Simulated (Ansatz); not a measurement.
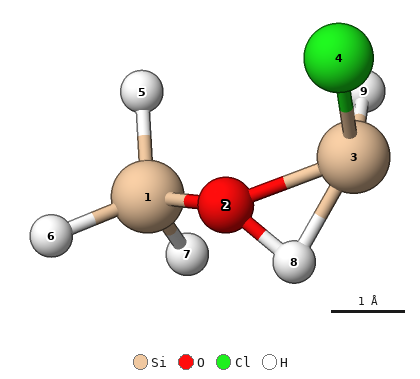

*The structure as given in the input (ball-and-stick view, seen at a tilt; atoms are numbered from 1 in the order of the input).*

## Si2H5ClO: molecular dynamics (part 1 of 2)

- system: Si2H5ClO
- method: RKS r2SCAN-D4/def2-SVP (Ansatz 0.2.0)

It belongs to a series of runs on one base structure; here: dynamics from the highest image of the converged band. Figures and captions count atoms from 1; the log counts them from 0 in places.

**The input**
```yaml
crystal:
  periodic: [false, false, false]
  atoms:
    - { symbol: Si, position_ang: [0.362626, 1.376025, 0.247631] }
    - { symbol: O, position_ang: [0.068213, -0.248644, 0.677015] }
    - { symbol: Si, position_ang: [-0.71624, -1.692005, -0.269636] }
    - { symbol: Cl, position_ang: [0.836509, -3.074034, -0.475499] }
    - { symbol: H, position_ang: [1.075535, 1.352779, -1.059248] }
    - { symbol: H, position_ang: [1.184111, 2.011853, 1.311048] }
    - { symbol: H, position_ang: [-0.940332, 2.087428, 0.117185] }
    - { symbol: H, position_ang: [-0.974165, -0.769126, 1.085903] }
    - { symbol: H, position_ang: [-0.807757, -1.090576, -1.6514] }
basis:
  gaussian: { orbitals: def2-SVP }
hamiltonian:
  xc: r2scan
  dispersion: d4
md:
  timestep: 0.5
  n_steps: 154
  ensemble: nve
  temperature: 100.0
  initial_velocities: maxwell_boltzmann
  seed: 12098
```

Run on 2 threads of AMD EPYC (Zen 3), 16 GiB of memory available, shared host.

Command:
```bash
ansatz run input.yaml --threads 2 --pin off --max-ram 3072MiB --backend cpu --events-out ev --progress --plain --runs-dir out
```

**What the program printed**
```
Engine: ansatz 0.2.0, x86_64-unknown-linux-gnu
Functional definition: r2SCAN
  parameter k0 = 0.174
  parameter k1 = 0.065
  parameter a1 = 4.9479
  exchange = r2scan_x(k0 = k0, k1 = k1, a1 = a1)
  correlation = r2scan_c
1020 factors; their error is unknown
mean field evaluation 1: about -30388.6412 eV, gradient 4.6e1 eV
mean field evaluation 2: about -30361.2358 eV, gradient 1.2e2 eV
mean field evaluation 4: about -30392.4499 eV, gradient 6.6e0 eV
mean field evaluation 8: about -30392.6046 eV, gradient 7.6e-2 eV
mean field evaluation 16: about -30392.5250 eV, gradient 1.9e-5 eV
mean field -30392.52503380 eV, -1116.9046941987 hartree, gradient 2.0e-5 eV, S^2 0.000000; 0 other end points of the search recorded, 0 dependent functions left out
the calculation of the forces begins
reference -30392.52504361 eV, -1116.9046945592 hartree; 29, 29 occupied and 64, 64 virtual orbitals, 1020 factors
md step     0: t =     0.00 fs  T =   100.0 K  F+E_penalty+E_count = -30392.57690217 eV  E_kin = 0.090482 eV  conserved = -30392.48642017 eV  (28 SCF iters)
these checks for a lower state are left out or cut short: starts, cluster_reference, orbital_swaps, neighbouring_geometries, increment
1020 factors; their error is unknown
mean field -30392.52446963 eV, -1116.9046734660 hartree, gradient 5.8e-6 eV, S^2 0.000000; 0 other end points of the search recorded, 0 dependent functions left out
the calculation of the forces begins
reference -30392.52447944 eV, -1116.9046738263 hartree; 29, 29 occupied and 64, 64 virtual orbitals, 1020 factors
md step     1: t =     0.50 fs  T =    99.5 K  F+E_penalty+E_count = -30392.57639989 eV  E_kin = 0.089987 eV  conserved = -30392.48641244 eV  (31 SCF iters)
[... from here on the SCF iterations and repeated set-up lines of each step are left out, up to the last step ...]
md step     2: t =     1.00 fs  T =    98.0 K  F+E_penalty+E_count = -30392.57503633 eV  E_kin = 0.088645 eV  conserved = -30392.48639176 eV  (31 SCF iters)
md step     3: t =     1.50 fs  T =    95.9 K  F+E_penalty+E_count = -30392.57313836 eV  E_kin = 0.086777 eV  conserved = -30392.48636153 eV  (32 SCF iters)
md step     4: t =     2.00 fs  T =    93.8 K  F+E_penalty+E_count = -30392.57118670 eV  E_kin = 0.084860 eV  conserved = -30392.48632681 eV  (32 SCF iters)
md step     5: t =     2.50 fs  T =    92.2 K  F+E_penalty+E_count = -30392.56974249 eV  E_kin = 0.083451 eV  conserved = -30392.48629148 eV  (31 SCF iters)
md step     6: t =     3.00 fs  T =    91.9 K  F+E_penalty+E_count = -30392.56937309 eV  E_kin = 0.083113 eV  conserved = -30392.48626057 eV  (30 SCF iters)
md step     7: t =     3.50 fs  T =    93.2 K  F+E_penalty+E_count = -30392.57057920 eV  E_kin = 0.084342 eV  conserved = -30392.48623752 eV  (30 SCF iters)
md step     8: t =     4.00 fs  T =    96.7 K  F+E_penalty+E_count = -30392.57374146 eV  E_kin = 0.087517 eV  conserved = -30392.48622428 eV  (30 SCF iters)
md step     9: t =     4.50 fs  T =   102.6 K  F+E_penalty+E_count = -30392.57909076 eV  E_kin = 0.092870 eV  conserved = -30392.48622121 eV  (30 SCF iters)
md step    10: t =     5.00 fs  T =   111.0 K  F+E_penalty+E_count = -30392.58670441 eV  E_kin = 0.100477 eV  conserved = -30392.48622741 eV  (30 SCF iters)
md step    11: t =     5.50 fs  T =   121.9 K  F+E_penalty+E_count = -30392.59652401 eV  E_kin = 0.110283 eV  conserved = -30392.48624122 eV  (30 SCF iters)
md step    12: t =     6.00 fs  T =   135.0 K  F+E_penalty+E_count = -30392.60838551 eV  E_kin = 0.122125 eV  conserved = -30392.48626052 eV  (31 SCF iters)
md step    13: t =     6.50 fs  T =   150.0 K  F+E_penalty+E_count = -30392.62205298 eV  E_kin = 0.135767 eV  conserved = -30392.48628573 eV  (30 SCF iters)
md step    14: t =     7.00 fs  T =   166.8 K  F+E_penalty+E_count = -30392.63723804 eV  E_kin = 0.150922 eV  conserved = -30392.48631591 eV  (30 SCF iters)
md step    15: t =     7.50 fs  T =   184.9 K  F+E_penalty+E_count = -30392.65361879 eV  E_kin = 0.167269 eV  conserved = -30392.48634982 eV  (30 SCF iters)
md step    16: t =     8.00 fs  T =   203.9 K  F+E_penalty+E_count = -30392.67086494 eV  E_kin = 0.184481 eV  conserved = -30392.48638379 eV  (30 SCF iters)
md step    17: t =     8.50 fs  T =   223.6 K  F+E_penalty+E_count = -30392.68869711 eV  E_kin = 0.202288 eV  conserved = -30392.48640949 eV  (30 SCF iters)
md step    18: t =     9.00 fs  T =   243.8 K  F+E_penalty+E_count = -30392.70700914 eV  E_kin = 0.220597 eV  conserved = -30392.48641250 eV  (27 SCF iters)
md step    19: t =     9.50 fs  T =   264.9 K  F+E_penalty+E_count = -30392.72606496 eV  E_kin = 0.239689 eV  conserved = -30392.48637606 eV  (30 SCF iters)
md step    20: t =    10.00 fs  T =   287.8 K  F+E_penalty+E_count = -30392.74670250 eV  E_kin = 0.260407 eV  conserved = -30392.48629518 eV  (30 SCF iters)
md step    21: t =    10.50 fs  T =   314.0 K  F+E_penalty+E_count = -30392.77034504 eV  E_kin = 0.284150 eV  conserved = -30392.48619548 eV  (30 SCF iters)
md step    22: t =    11.00 fs  T =   345.3 K  F+E_penalty+E_count = -30392.79857225 eV  E_kin = 0.312434 eV  conserved = -30392.48613857 eV  (29 SCF iters)
md step    23: t =    11.50 fs  T =   382.4 K  F+E_penalty+E_count = -30392.83221559 eV  E_kin = 0.346021 eV  conserved = -30392.48619428 eV  (30 SCF iters)
md step    24: t =    12.00 fs  T =   424.4 K  F+E_penalty+E_count = -30392.87039896 eV  E_kin = 0.384010 eV  conserved = -30392.48638890 eV  (29 SCF iters)
md step    25: t =    12.50 fs  T =   468.1 K  F+E_penalty+E_count = -30392.91024909 eV  E_kin = 0.423576 eV  conserved = -30392.48667273 eV  (29 SCF iters)
md step    26: t =    13.00 fs  T =   509.2 K  F+E_penalty+E_count = -30392.94769942 eV  E_kin = 0.460757 eV  conserved = -30392.48694236 eV  (29 SCF iters)
md step    27: t =    13.50 fs  T =   543.7 K  F+E_penalty+E_count = -30392.97903676 eV  E_kin = 0.491934 eV  conserved = -30392.48710268 eV  (30 SCF iters)
md step    28: t =    14.00 fs  T =   569.4 K  F+E_penalty+E_count = -30393.00229892 eV  E_kin = 0.515183 eV  conserved = -30392.48711572 eV  (29 SCF iters)
md step    29: t =    14.50 fs  T =   586.6 K  F+E_penalty+E_count = -30393.01781274 eV  E_kin = 0.530806 eV  conserved = -30392.48700677 eV  (29 SCF iters)
md step    30: t =    15.00 fs  T =   597.8 K  F+E_penalty+E_count = -30393.02777215 eV  E_kin = 0.540933 eV  conserved = -30392.48683925 eV  (29 SCF iters)
md step    31: t =    15.50 fs  T =   606.2 K  F+E_penalty+E_count = -30393.03522855 eV  E_kin = 0.548546 eV  conserved = -30392.48668287 eV  (29 SCF iters)
md step    32: t =    16.00 fs  T =   614.9 K  F+E_penalty+E_count = -30393.04297318 eV  E_kin = 0.556381 eV  conserved = -30392.48659183 eV  (29 SCF iters)
md step    33: t =    16.50 fs  T =   625.6 K  F+E_penalty+E_count = -30393.05265504 eV  E_kin = 0.566060 eV  conserved = -30392.48659455 eV  (30 SCF iters, 3 dispersion substeps)
md step    34: t =    17.00 fs  T =   638.4 K  F+E_penalty+E_count = -30393.06431067 eV  E_kin = 0.577621 eV  conserved = -30392.48668992 eV  (30 SCF iters, 3 dispersion substeps)
md step    35: t =    17.50 fs  T =   651.6 K  F+E_penalty+E_count = -30393.07638224 eV  E_kin = 0.589538 eV  conserved = -30392.48684469 eV  (30 SCF iters, 3 dispersion substeps)
md step    36: t =    18.00 fs  T =   662.3 K  F+E_penalty+E_count = -30393.08625570 eV  E_kin = 0.599259 eV  conserved = -30392.48699671 eV  (29 SCF iters, 3 dispersion substeps)
md step    37: t =    18.50 fs  T =   667.8 K  F+E_penalty+E_count = -30393.09126552 eV  E_kin = 0.604198 eV  conserved = -30392.48706748 eV  (27 SCF iters, 3 dispersion substeps)
md step    38: t =    19.00 fs  T =   666.4 K  F+E_penalty+E_count = -30393.08994424 eV  E_kin = 0.602951 eV  conserved = -30392.48699329 eV  (29 SCF iters, 3 dispersion substeps)
md step    39: t =    19.50 fs  T =   659.0 K  F+E_penalty+E_count = -30393.08302211 eV  E_kin = 0.596252 eV  conserved = -30392.48677002 eV  (30 SCF iters, 3 dispersion substeps)
md step    40: t =    20.00 fs  T =   648.8 K  F+E_penalty+E_count = -30393.07350668 eV  E_kin = 0.587025 eV  conserved = -30392.48648167 eV  (29 SCF iters, 3 dispersion substeps)
md step    41: t =    20.50 fs  T =   640.1 K  F+E_penalty+E_count = -30393.06545061 eV  E_kin = 0.579182 eV  conserved = -30392.48626881 eV  (29 SCF iters, 3 dispersion substeps)
md step    42: t =    21.00 fs  T =   636.2 K  F+E_penalty+E_count = -30393.06189110 eV  E_kin = 0.575651 eV  conserved = -30392.48623977 eV  (29 SCF iters, 3 dispersion substeps)
md step    43: t =    21.50 fs  T =   637.6 K  F+E_penalty+E_count = -30393.06327539 eV  E_kin = 0.576888 eV  conserved = -30392.48638737 eV  (31 SCF iters, 3 dispersion substeps)
md step    44: t =    22.00 fs  T =   642.0 K  F+E_penalty+E_count = -30393.06752983 eV  E_kin = 0.580930 eV  conserved = -30392.48660008 eV  (29 SCF iters, 3 dispersion substeps)
md step    45: t =    22.50 fs  T =   646.4 K  F+E_penalty+E_count = -30393.07165479 eV  E_kin = 0.584906 eV  conserved = -30392.48674897 eV  (30 SCF iters, 3 dispersion substeps)
md step    46: t =    23.00 fs  T =   648.6 K  F+E_penalty+E_count = -30393.07361541 eV  E_kin = 0.586848 eV  conserved = -30392.48676750 eV  (29 SCF iters, 3 dispersion substeps)
md step    47: t =    23.50 fs  T =   648.4 K  F+E_penalty+E_count = -30393.07334941 eV  E_kin = 0.586680 eV  conserved = -30392.48666926 eV  (29 SCF iters, 3 dispersion substeps)
md step    48: t =    24.00 fs  T =   647.7 K  F+E_penalty+E_count = -30393.07258595 eV  E_kin = 0.586071 eV  conserved = -30392.48651541 eV  (29 SCF iters, 3 dispersion substeps)
md step    49: t =    24.50 fs  T =   649.3 K  F+E_penalty+E_count = -30393.07390483 eV  E_kin = 0.587529 eV  conserved = -30392.48637620 eV  (29 SCF iters, 3 dispersion substeps)
md step    50: t =    25.00 fs  T =   655.7 K  F+E_penalty+E_count = -30393.07962488 eV  E_kin = 0.593319 eV  conserved = -30392.48630556 eV  (30 SCF iters, 3 dispersion substeps)
md step    51: t =    25.50 fs  T =   668.2 K  F+E_penalty+E_count = -30393.09092637 eV  E_kin = 0.604594 eV  conserved = -30392.48633214 eV  (30 SCF iters, 3 dispersion substeps)
md step    52: t =    26.00 fs  T =   686.2 K  F+E_penalty+E_count = -30393.10738009 eV  E_kin = 0.620926 eV  conserved = -30392.48645410 eV  (30 SCF iters, 3 dispersion substeps)
md step    53: t =    26.50 fs  T =   707.7 K  F+E_penalty+E_count = -30393.12694933 eV  E_kin = 0.640306 eV  conserved = -30392.48664346 eV  (30 SCF iters, 3 dispersion substeps)
md step    54: t =    27.00 fs  T =   729.0 K  F+E_penalty+E_count = -30393.14645526 eV  E_kin = 0.659611 eV  conserved = -30392.48684391 eV  (30 SCF iters, 3 dispersion substeps)
md step    55: t =    27.50 fs  T =   746.5 K  F+E_penalty+E_count = -30393.16246994 eV  E_kin = 0.675486 eV  conserved = -30392.48698406 eV  (30 SCF iters, 3 dispersion substeps)
md step    56: t =    28.00 fs  T =   757.5 K  F+E_penalty+E_count = -30393.17242952 eV  E_kin = 0.685425 eV  conserved = -30392.48700501 eV  (28 SCF iters, 3 dispersion substeps)
md step    57: t =    28.50 fs  T =   761.1 K  F+E_penalty+E_count = -30393.17554389 eV  E_kin = 0.688646 eV  conserved = -30392.48689807 eV  (30 SCF iters, 3 dispersion substeps)
md step    58: t =    29.00 fs  T =   758.4 K  F+E_penalty+E_count = -30393.17295443 eV  E_kin = 0.686229 eV  conserved = -30392.48672554 eV  (30 SCF iters, 3 dispersion substeps)
md step    59: t =    29.50 fs  T =   751.8 K  F+E_penalty+E_count = -30393.16685422 eV  E_kin = 0.680261 eV  conserved = -30392.48659339 eV  (30 SCF iters, 3 dispersion substeps)
md step    60: t =    30.00 fs  T =   743.1 K  F+E_penalty+E_count = -30393.15898905 eV  E_kin = 0.672411 eV  conserved = -30392.48657793 eV  (30 SCF iters, 3 dispersion substeps)
md step    61: t =    30.50 fs  T =   732.7 K  F+E_penalty+E_count = -30393.14958566 eV  E_kin = 0.662920 eV  conserved = -30392.48666615 eV  (31 SCF iters, 3 dispersion substeps)
md step    62: t =    31.00 fs  T =   719.2 K  F+E_penalty+E_count = -30393.13753884 eV  E_kin = 0.650770 eV  conserved = -30392.48676881 eV  (30 SCF iters, 3 dispersion substeps)
md step    63: t =    31.50 fs  T =   701.7 K  F+E_penalty+E_count = -30393.12166919 eV  E_kin = 0.634876 eV  conserved = -30392.48679303 eV  (30 SCF iters, 3 dispersion substeps)
md step    64: t =    32.00 fs  T =   680.1 K  F+E_penalty+E_count = -30393.10203385 eV  E_kin = 0.615329 eV  conserved = -30392.48670473 eV  (30 SCF iters, 3 dispersion substeps)
md step    65: t =    32.50 fs  T =   656.3 K  F+E_penalty+E_count = -30393.08039780 eV  E_kin = 0.593864 eV  conserved = -30392.48653413 eV  (30 SCF iters)
md step    66: t =    33.00 fs  T =   633.7 K  F+E_penalty+E_count = -30393.05973225 eV  E_kin = 0.573384 eV  conserved = -30392.48634844 eV  (31 SCF iters)
md step    67: t =    33.50 fs  T =   615.5 K  F+E_penalty+E_count = -30393.04316505 eV  E_kin = 0.556952 eV  conserved = -30392.48621345 eV  (30 SCF iters)
md step    68: t =    34.00 fs  T =   604.3 K  F+E_penalty+E_count = -30393.03292989 eV  E_kin = 0.546757 eV  conserved = -30392.48617301 eV  (30 SCF iters)
md step    69: t =    34.50 fs  T =   600.6 K  F+E_penalty+E_count = -30393.02965873 eV  E_kin = 0.543417 eV  conserved = -30392.48624187 eV  (30 SCF iters)
md step    70: t =    35.00 fs  T =   603.2 K  F+E_penalty+E_count = -30393.03216173 eV  E_kin = 0.545761 eV  conserved = -30392.48640079 eV  (30 SCF iters)
md step    71: t =    35.50 fs  T =   609.1 K  F+E_penalty+E_count = -30393.03774776 eV  E_kin = 0.551150 eV  conserved = -30392.48659817 eV  (30 SCF iters)
md step    72: t =    36.00 fs  T =   614.8 K  F+E_penalty+E_count = -30393.04306987 eV  E_kin = 0.556313 eV  conserved = -30392.48675671 eV  (29 SCF iters)
md step    73: t =    36.50 fs  T =   617.3 K  F+E_penalty+E_count = -30393.04536847 eV  E_kin = 0.558573 eV  conserved = -30392.48679520 eV  (30 SCF iters)
md step    74: t =    37.00 fs  T =   615.7 K  F+E_penalty+E_count = -30393.04373756 eV  E_kin = 0.557065 eV  conserved = -30392.48667231 eV  (30 SCF iters)
md step    75: t =    37.50 fs  T =   611.5 K  F+E_penalty+E_count = -30393.03974364 eV  E_kin = 0.553311 eV  conserved = -30392.48643274 eV  (28 SCF iters)
md step    76: t =    38.00 fs  T =   608.5 K  F+E_penalty+E_count = -30393.03674824 eV  E_kin = 0.550542 eV  conserved = -30392.48620669 eV  (28 SCF iters)
md step    77: t =    38.50 fs  T =   609.9 K  F+E_penalty+E_count = -30393.03798332 eV  E_kin = 0.551849 eV  conserved = -30392.48613445 eV  (30 SCF iters)
md step    78: t =    39.00 fs  T =   617.0 K  F+E_penalty+E_count = -30393.04450664 eV  E_kin = 0.558246 eV  conserved = -30392.48626075 eV  (30 SCF iters)
md step    79: t =    39.50 fs  T =   627.8 K  F+E_penalty+E_count = -30393.05454745 eV  E_kin = 0.568047 eV  conserved = -30392.48650068 eV  (30 SCF iters)
md step    80: t =    40.00 fs  T =   638.8 K  F+E_penalty+E_count = -30393.06472393 eV  E_kin = 0.578011 eV  conserved = -30392.48671285 eV  (29 SCF iters)
md step    81: t =    40.50 fs  T =   646.9 K  F+E_penalty+E_count = -30393.07210178 eV  E_kin = 0.585300 eV  conserved = -30392.48680174 eV  (30 SCF iters)
md step    82: t =    41.00 fs  T =   650.8 K  F+E_penalty+E_count = -30393.07561596 eV  E_kin = 0.588856 eV  conserved = -30392.48676007 eV  (30 SCF iters)
md step    83: t =    41.50 fs  T =   651.6 K  F+E_penalty+E_count = -30393.07619255 eV  E_kin = 0.589549 eV  conserved = -30392.48664397 eV  (30 SCF iters)
md step    84: t =    42.00 fs  T =   651.4 K  F+E_penalty+E_count = -30393.07589213 eV  E_kin = 0.589366 eV  conserved = -30392.48652614 eV  (30 SCF iters)
md step    85: t =    42.50 fs  T =   652.4 K  F+E_penalty+E_count = -30393.07676492 eV  E_kin = 0.590302 eV  conserved = -30392.48646307 eV  (30 SCF iters)
md step    86: t =    43.00 fs  T =   655.9 K  F+E_penalty+E_count = -30393.07993466 eV  E_kin = 0.593452 eV  conserved = -30392.48648291 eV  (30 SCF iters)
md step    87: t =    43.50 fs  T =   661.5 K  F+E_penalty+E_count = -30393.08512475 eV  E_kin = 0.598540 eV  conserved = -30392.48658524 eV  (31 SCF iters)
md step    88: t =    44.00 fs  T =   667.4 K  F+E_penalty+E_count = -30393.09065494 eV  E_kin = 0.603911 eV  conserved = -30392.48674362 eV  (29 SCF iters)
md step    89: t =    44.50 fs  T =   670.8 K  F+E_penalty+E_count = -30393.09387896 eV  E_kin = 0.606972 eV  conserved = -30392.48690740 eV  (30 SCF iters)
md step    90: t =    45.00 fs  T =   668.6 K  F+E_penalty+E_count = -30393.09200923 eV  E_kin = 0.604999 eV  conserved = -30392.48701062 eV  (30 SCF iters)
md step    91: t =    45.50 fs  T =   658.9 K  F+E_penalty+E_count = -30393.08316722 eV  E_kin = 0.596171 eV  conserved = -30392.48699600 eV  (30 SCF iters)
md step    92: t =    46.00 fs  T =   641.5 K  F+E_penalty+E_count = -30393.06728779 eV  E_kin = 0.580440 eV  conserved = -30392.48684762 eV  (30 SCF iters)
md step    93: t =    46.50 fs  T =   618.6 K  F+E_penalty+E_count = -30393.04635650 eV  E_kin = 0.559735 eV  conserved = -30392.48662113 eV  (30 SCF iters)
md step    94: t =    47.00 fs  T =   593.7 K  F+E_penalty+E_count = -30393.02358989 eV  E_kin = 0.537163 eV  conserved = -30392.48642658 eV  (28 SCF iters)
md step    95: t =    47.50 fs  T =   569.7 K  F+E_penalty+E_count = -30393.00181845 eV  E_kin = 0.515457 eV  conserved = -30392.48636149 eV  (30 SCF iters)
md step    96: t =    48.00 fs  T =   547.7 K  F+E_penalty+E_count = -30392.98205068 eV  E_kin = 0.495610 eV  conserved = -30392.48644038 eV  (29 SCF iters)
md step    97: t =    48.50 fs  T =   526.8 K  F+E_penalty+E_count = -30392.96323169 eV  E_kin = 0.476645 eV  conserved = -30392.48658716 eV  (30 SCF iters, 3 dispersion substeps)
md step    98: t =    49.00 fs  T =   504.7 K  F+E_penalty+E_count = -30392.94331880 eV  E_kin = 0.456622 eV  conserved = -30392.48669661 eV  (30 SCF iters, 3 dispersion substeps)
md step    99: t =    49.50 fs  T =   479.8 K  F+E_penalty+E_count = -30392.92080913 eV  E_kin = 0.434104 eV  conserved = -30392.48670475 eV  (30 SCF iters, 3 dispersion substeps)
md step   100: t =    50.00 fs  T =   452.1 K  F+E_penalty+E_count = -30392.89570115 eV  E_kin = 0.409089 eV  conserved = -30392.48661231 eV  (31 SCF iters, 3 dispersion substeps)
md step   101: t =    50.50 fs  T =   423.3 K  F+E_penalty+E_count = -30392.86950566 eV  E_kin = 0.383040 eV  conserved = -30392.48646586 eV  (30 SCF iters, 3 dispersion substeps)
md step   102: t =    51.00 fs  T =   395.9 K  F+E_penalty+E_count = -30392.84456586 eV  E_kin = 0.358244 eV  conserved = -30392.48632152 eV  (31 SCF iters, 3 dispersion substeps)
md step   103: t =    51.50 fs  T =   372.4 K  F+E_penalty+E_count = -30392.82318399 eV  E_kin = 0.336960 eV  conserved = -30392.48622417 eV  (31 SCF iters, 3 dispersion substeps)
md step   104: t =    52.00 fs  T =   354.4 K  F+E_penalty+E_count = -30392.80690904 eV  E_kin = 0.320712 eV  conserved = -30392.48619739 eV  (31 SCF iters, 3 dispersion substeps)
md step   105: t =    52.50 fs  T =   342.5 K  F+E_penalty+E_count = -30392.79615364 eV  E_kin = 0.309911 eV  conserved = -30392.48624298 eV  (31 SCF iters, 3 dispersion substeps)
md step   106: t =    53.00 fs  T =   335.8 K  F+E_penalty+E_count = -30392.79017813 eV  E_kin = 0.303838 eV  conserved = -30392.48633986 eV  (31 SCF iters, 3 dispersion substeps)
md step   107: t =    53.50 fs  T =   332.7 K  F+E_penalty+E_count = -30392.78744626 eV  E_kin = 0.301001 eV  conserved = -30392.48644559 eV  (31 SCF iters, 3 dispersion substeps)
md step   108: t =    54.00 fs  T =   331.3 K  F+E_penalty+E_count = -30392.78631217 eV  E_kin = 0.299807 eV  conserved = -30392.48650516 eV  (31 SCF iters, 3 dispersion substeps)
md step   109: t =    54.50 fs  T =   330.9 K  F+E_penalty+E_count = -30392.78588188 eV  E_kin = 0.299408 eV  conserved = -30392.48647355 eV  (31 SCF iters, 3 dispersion substeps)
md step   110: t =    55.00 fs  T =   331.9 K  F+E_penalty+E_count = -30392.78668550 eV  E_kin = 0.300338 eV  conserved = -30392.48634752 eV  (30 SCF iters, 3 dispersion substeps)
md step   111: t =    55.50 fs  T =   336.5 K  F+E_penalty+E_count = -30392.79066098 eV  E_kin = 0.304469 eV  conserved = -30392.48619234 eV  (30 SCF iters, 3 dispersion substeps)
md step   112: t =    56.00 fs  T =   347.0 K  F+E_penalty+E_count = -30392.80013098 eV  E_kin = 0.314013 eV  conserved = -30392.48611776 eV  (31 SCF iters, 3 dispersion substeps)
md step   113: t =    56.50 fs  T =   364.7 K  F+E_penalty+E_count = -30392.81615250 eV  E_kin = 0.329945 eV  conserved = -30392.48620787 eV  (28 SCF iters, 3 dispersion substeps)
```
